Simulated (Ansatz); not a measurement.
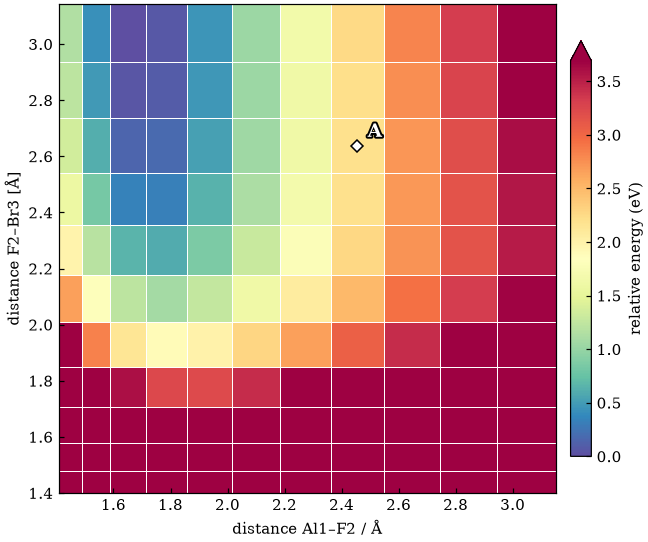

The system Al + FBr, spin multiplicity 2. First axis: distance Al1–F2. Second axis: distance F2–Br3. Nothing is relaxed (the angle Al1–F2–Br3 is fixed at 90 degrees). The scan uses an 11 × 11 grid. All energies are given in eV relative to the lowest grid point. Energies and slopes of some neighbouring points disagree (a jump in structure or state, or too coarse a mesh). All numbers below come from UHF/def2-SVPD in Ansatz 0.2.0.

In the figure: one coloured cell a grid point, one colour for all values above the top of the scale, the point A.

> Which way does the force act at A, and how strong is it?

A, at distance Al1–F2 = 2.454 Å, distance F2–Br3 = 2.637 Å, is not a stationary point. The computed force is 3 eV for each Å towards smaller values of distance Al1–F2 and 0.078 eV for each Å towards smaller values of distance F2–Br3.
